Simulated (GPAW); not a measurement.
## Run report: AuNH3F, property calculation

AuNH3F, SMILES [NH3+][Au-][F], computed with PBE/real-space grid, scalar-relativistic datasets (GPAW 26.7.0).

The geometry comes from this level: PBE0-D4/def2-TZVP.

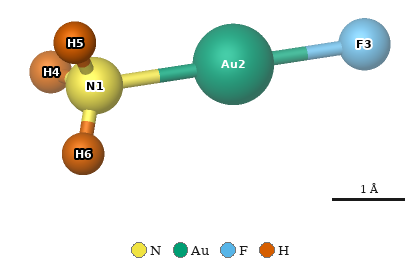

Fig. 1: The structure (ball-and-stick view, seen at a tilt; atoms are numbered from 1 in the order of the input). Sticks mark near contacts.

## Input (sp.py)
```python
import numpy as np
from ase import Atoms
from ase.units import Bohr, Debye
from gpaw import GPAW

# Geometry
positions_bohr = np.array(
              [[ -1.363815,   0.216374,  -0.685782],
               [  2.067360,  -0.373032,   0.986626],
               [  5.305973,  -0.929367,   2.565114],
               [ -2.110635,  -1.430334,  -1.326966],
               [ -1.207346,   1.411058,  -2.178854],
               [ -2.611979,   0.984358,   0.552556]])
molecule = Atoms(['N', 'Au', 'F', 'H', 'H', 'H'], positions=positions_bohr * Bohr)
molecule.center(vacuum=4.5)

# Calculator
calc = GPAW(mode='fd',
            maxiter=150,
            occupations={'name': 'fermi-dirac', 'width': 0.01},
            xc='PBE',
            h=0.18,
            txt='-')
molecule.calc = calc

energy = molecule.get_potential_energy()
print(f'Energy = {energy:.5f} eV')
forces = molecule.get_forces()
print('Forces (eV/Ang)')
for symbol, f in zip(molecule.symbols, forces):
    print(f'{symbol:2} {f[0]:9.4f} {f[1]:9.4f} {f[2]:9.4f}')
dipole = molecule.get_dipole_moment() / Debye
print(f'Dipole = {np.linalg.norm(dipole):.3f} D')
homo, lumo = calc.get_homo_lumo()
print(f'HOMO = {homo:.3f} eV')
print(f'LUMO = {lumo:.3f} eV')
print(f'Gap                     {lumo - homo:.3f} eV')
```

Launched with:
```bash
OMP_NUM_THREADS=1 python sp.py
```

## Log
```
__  _  _
 | _ |_)|_||  |
 |__||  | ||/\| - 26.7.0

units:  Angstrom and eV
cores:  1
OpenMP: False

Versions:
  Python: 3.12.14
  ASE:    3.29.0
  Numpy:  2.5.5
  Scipy:  1.18.1
  Libxc:  7.0.0

        _gpaw.cpython-312-aarch64-linux-gnu.so

Input parameters:
  mode=FD(),
  h=0.18,
  maxiter=150,
  occupations=Occupations(name='fermi-dirac', width=0.01),
  xc=XC(name='PBE')

Diagonalizing LCAO Hamiltonian
Converting LCAO to fd mode
       .-------------------------------.
      /|                               |
     / |                               |
    /  |                               |
   /   |                               |
  /    |                               |
 *     |                               |
 |     |                               |
 |     |                               |
 |     |       H         F             |
 |     |         N   Au                |
 |     |       H H                     |
 |     |                               |
 |     |                               |
 |     .-------------------------------.
 |    /                               /
 |   /                               /
 |  /                               /
 | /                               /
 |/                               /
 *-------------------------------*

Atoms  # Å, Bohr magnetons
|   | symbol |        x |        y |        z |    initial magnetic moments |
|---|--------|----------|----------|----------|-----------------------------|
| 0 |      N | 5.160500 | 5.371400 | 5.290100 | ( 0.0000,  0.0000,  0.0000) |
| 1 |     Au | 6.976200 | 5.059500 | 6.175100 | ( 0.0000,  0.0000,  0.0000) |
| 2 |      F | 8.690000 | 4.765100 | 7.010400 | ( 0.0000,  0.0000,  0.0000) |
| 3 |      H | 4.765300 | 4.500000 | 4.950800 | ( 0.0000,  0.0000,  0.0000) |
| 4 |      H | 5.243300 | 6.003600 | 4.500000 | ( 0.0000,  0.0000,  0.0000) |
| 5 |      H | 4.500000 | 5.777800 | 5.945400 | ( 0.0000,  0.0000,  0.0000) |

Unit cell  # Å
| periodic |         x |         y |         z |   lengths |    angles |
|----------|-----------|-----------|-----------|-----------|-----------|
|       no | 13.190000 |  0.000000 |  0.000000 | 13.190000 | 90.000000 |
|       no |  0.000000 | 10.503600 |  0.000000 | 10.503600 | 90.000000 |
|       no |  0.000000 |  0.000000 | 11.510400 | 11.510400 | 90.000000 |

Number of symmetries: 1
Symmetry operations  # r_c * U_cc + t_c -> r_c
|   | kind |            matrix            |
|---|------|------------------------------|
| 0 |  E   |  1, 0, 0,  0, 1, 0,  0, 0, 1 |

BZ-sampling:
  Number of BZ points: 1
  Number of IBZ points: 1

  Monkhorst-Pack size: [1, 1, 1]
  Monkhorst-Pack shift: [0, 0, 0]

K-points  # in reciprocal-cell coordinates
|   |                                coordinates |     weight |
|---|--------------------------------------------|------------|
| 0 | (  0.00000000,   0.00000000,   0.00000000) | 1.00000000 |

Uniform wave function grid shape: (np.int64(71), np.int64(59), np.int64(63))
Spin-components: 1 (collinear spins)
Bands:           20
Projectors:      25
Spin-degeneracy: 2
Datatype:        float64

  Storage: CPU
  Wave functions: 42_225_120 bytes (42_225_120 per core)

Parallelization:
  kpt:    1
  domain: 1
  band:   1

Density:
  Valence electrons: 26.0
  Components: 1
  Grid points: [72 60 64]
  Charge: 0.0  # |e|

Potential:
  Grid points: [72 60 64]

species:
  N:
    name:    Nitrogen
    Z:       7.0
    valence: 5
    core:    2
    charge:  0.0  # [|e|]
    file:    N.PBE.gz
    compensation charges:
      type: gauss
      rc: 0.18  # [Å]
      lmax: 2
    cutoffs:
      filter: 1.11  # [Å]
      core: 0.96  # [Å]
    projectors
    | kind |    occ | energy [eV] | rcut [Å] |
    |------|--------|-------------|----------|
    |   2s |  2.000 |     -18.583 |    0.603 |
    |   2p |  3.000 |      -7.089 |    0.529 |
    |    s |        |       8.629 |    0.603 |
    |    p |        |      20.123 |    0.529 |
    |    d |        |       0.000 |    0.577 |

    Using partial waves for N as LCAO basis

  Au:
    name:    Gold
    Z:       79.0
    valence: 11
    core:    68
    charge:  0.0  # [|e|]
    file:    Au.PBE.gz
    compensation charges:
      type: gauss
      rc: 0.42  # [Å]
      lmax: 2
    cutoffs:
      filter: 2.33  # [Å]
      core: 2.81  # [Å]
    projectors
    | kind |    occ | energy [eV] | rcut [Å] |
    |------|--------|-------------|----------|
    |   6s |  1.000 |      -5.728 |    1.323 |
    |   6p |  0.000 |      -0.775 |    1.323 |
    |   5d | 10.000 |      -6.891 |    1.323 |
    |    s |        |      21.484 |    1.323 |
    |    p |        |      26.436 |    1.323 |
    |    d |        |      20.321 |    1.323 |

    Using partial waves for Au as LCAO basis

  F:
    name:    Fluorine
    Z:       9.0
    valence: 7
    core:    2
    charge:  0.0  # [|e|]
    file:    F.PBE.gz
    compensation charges:
      type: gauss
      rc: 0.20  # [Å]
      lmax: 2
    cutoffs:
      filter: 1.14  # [Å]
      core: 0.74  # [Å]
    projectors
    | kind |    occ | energy [eV] | rcut [Å] |
    |------|--------|-------------|----------|
    |   2s |  2.000 |     -29.898 |    0.635 |
    |   2p |  5.000 |     -11.110 |    0.635 |
    |    s |        |      -2.687 |    0.635 |
    |    p |        |      16.102 |    0.635 |
    |    d |        |       0.000 |    0.635 |

    Using partial waves for F as LCAO basis

  H:
    name:    Hydrogen
    Z:       1.0
    valence: 1
    core:    0
    charge:  0.0  # [|e|]
    file:    H.PBE.gz
    compensation charges:
      type: gauss
      rc: 0.15  # [Å]
      lmax: 2
    cutoffs:
      filter: 0.85  # [Å]
      core: 0.53  # [Å]
    projectors
    | kind |    occ | energy [eV] | rcut [Å] |
    |------|--------|-------------|----------|
    |   1s |  1.000 |      -6.494 |    0.476 |
    |    s |        |      20.717 |    0.476 |
    |    p |        |       0.000 |    0.476 |

    Using partial waves for H as LCAO basis

Reference energy: -520831.543885  # eV

eigensolver:
  PPCG
  Converge bands: occupied
  niter=2

density mixing:
  MSR1-Mixer
  Pratt-step length: 0.05
  Maximum mixing coefficient: 0.75
  Old densities: 10
  SVD Regularization: 0.005
  Good broyden scale: 1.0
  Trust region scale: 1.0
  Backstep threshold: 4.0
  History deletion threshold: 6.0
  Fourier metric: weight=20.0, sigma=0.015

occupation numbers:
  Fermi-Dirac:
    width: 0.0100  # eV

FastPoissonSolver using
    Stencil: 6*3+1=19 point O(h^6) finite-difference Laplacian
    FFT axes: []
    FST axes: [np.int64(1), np.int64(2), np.int64(0)]

xc functional:
  name: PBE with 2 nearest neighbor stencil
interpolation: tri-quintic # 5. degree polynomial

Initialization done in: 1.652 s

convergence criteria:
- Maximum [total energy] change in last 3 cyles: 0.0005 eV / valence electron
- Maximum integral of absolute [dens]ity change: 0.0001 electrons / valence electron
- Maximum integral of absolute [eigenst]ate change: 4e-08 eV^2 / valence electron
maximum number of iterations: 150

SCF iterations
|iter     |     time |      energy | eigst |  dens |
|---------|----------|-------------|-------|-------|
|iter:   1| 00:00:02 |  -29.570996 | +0.98 |       |
|iter:   2| 00:00:04 |  -28.852213 | -0.33 | -0.84 |
|iter:   3| 00:00:05 |  -26.252377 | +0.18 | -0.88 |
|iter:   4| 00:00:06 |  -26.178337 | -0.71 | -1.36 |
|iter:   5| 00:00:08 |  -26.158307 | -1.48 | -1.66 |
|iter:   6| 00:00:09 |  -26.157402 | -2.35 | -2.49 |
|iter:   7| 00:00:10 |  -26.157385c| -3.19 | -2.74 |
|iter:   8| 00:00:12 |  -26.157425c| -3.86 | -3.08 |
|iter:   9| 00:00:13 |  -26.157432c| -4.44 | -3.59 |
|iter:  10| 00:00:14 |  -26.157433c| -4.93 | -4.06c|
|iter:  11| 00:00:16 |  -26.157434c| -5.42 | -4.57c|
|iter:  12| 00:00:17 |  -26.157434c| -5.87 | -4.98c|
|iter:  13| 00:00:19 |  -26.157434c| -6.29 | -5.50c|
|iter:  14| 00:00:20 |  -26.157434c| -6.72 | -5.58c|
|iter:  15| 00:00:22 |  -26.157434c| -7.22 | -6.07c|
|iter:  16| 00:00:23 |  -26.157434c| -7.46c| -6.36c|

Converged in 16 steps
SCF loop duration: 21.115 s (1.320 s/step)
Energy contributions relative to reference atoms: (reference = -520831.543885)

Energy contributions:
  Kinetic:          18.054328
  Coulomb:         -23.391223
  Zero:              0.852776
  External:          0.000000
  Xc:              -21.673314
  Entropy:          -0.000000
  Spinorbit:         0.000000
  ----------------------------
  Free energy:     -26.157434
  Extrapolated:    -26.157434

dipole moment: (-1.572123, 0.271766, -0.768801)  # |e|*Ang

Fermi level: -3.931
Eigenvalues  # (at kpt = [0.000, 0.000, 0.000])
| band index |      eig [eV] | occ [0-2] |
|------------|---------------|-----------|
|          0 |       -26.147 |     2.000 |
|        ... |               |           |
|          5 |        -8.708 |     2.000 |
|          6 |        -8.300 |     2.000 |
|          7 |        -8.298 |     2.000 |
|          8 |        -6.832 |     2.000 |
|          9 |        -6.831 |     2.000 |
|         10 |        -6.184 |     2.000 |
|         11 |        -5.934 |     2.000 |
|         12 |        -5.932 |     2.000 |
|         13 |        -1.838 |     0.000 |
|         14 |        -0.362 |     0.000 |
|         15 |        -0.314 |     0.000 |
|         16 |        -0.141 |     0.000 |
|         17 |         0.505 |     0.000 |
|         18 |         0.528 |     0.000 |
|         19 |         1.457 |     0.000 |

Gap: 4.094 eV
Transition (v -> c):
  (s=0, k=0, n=12, [0.00, 0.00, 0.00]) -> (s=0, k=0, n=13, [0.00, 0.00, 0.00])
No difference between direct/indirect transitions
vacuum-level: 0.000  # V
Energy = -26.15743 eV

Forces  # eV/Ang
|        x |        y |        z |
|----------|----------|----------|
| -0.06893 |  0.01669 | -0.02398 |  # N    0
| -0.45526 |  0.07084 | -0.25095 |  # Au   1
|  0.80561 | -0.13569 |  0.39806 |  # F    2
| -0.12915 | -0.30596 | -0.11426 |  # H    3
|  0.03899 |  0.21635 | -0.27470 |  # H    4
| -0.21608 |  0.14332 |  0.23727 |  # H    5

Force computation time: 0.094  # s
Forces (eV/Ang)
N    -0.0689    0.0167   -0.0240
Au   -0.4553    0.0708   -0.2510
F     0.8056   -0.1357    0.3981
H    -0.1291   -0.3060   -0.1143
H     0.0390    0.2163   -0.2747
H    -0.2161    0.1433    0.2373
Dipole = 8.507 D
HOMO = -5.932 eV
LUMO = -1.838 eV
Gap                     4.094 eV
```

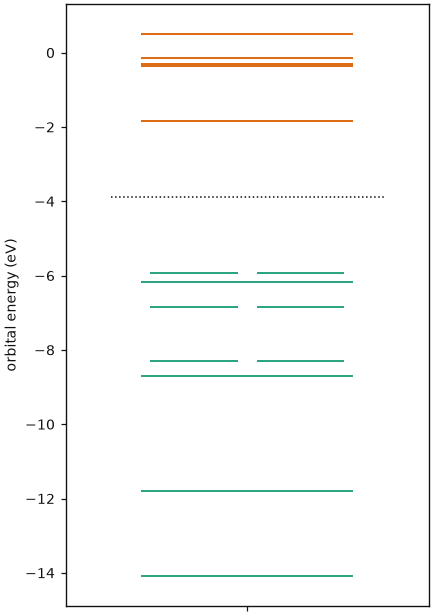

Fig. 2: Orbital energies near the frontier; the dotted line parts filled from empty levels, and levels within 0.02 eV of each other stand side by side. Highest filled −5.93 eV, lowest empty −1.84 eV, 4.09 eV apart.

## Summary

| quantity | value |
| --- | --- |
| outcome | converged |
| energy relative to the program's reference atoms | −26.1574 eV |
| largest force | 0.909 eV/Å |
| HOMO | −5.93 eV |
| LUMO | −1.84 eV |
| dipole moment | 8.51 D |
| hardware | 1 thread of Arm Neoverse V2, 24 GiB of memory available, shared host |
| wall time | 23 s |
| peak memory | 0.84 GiB |
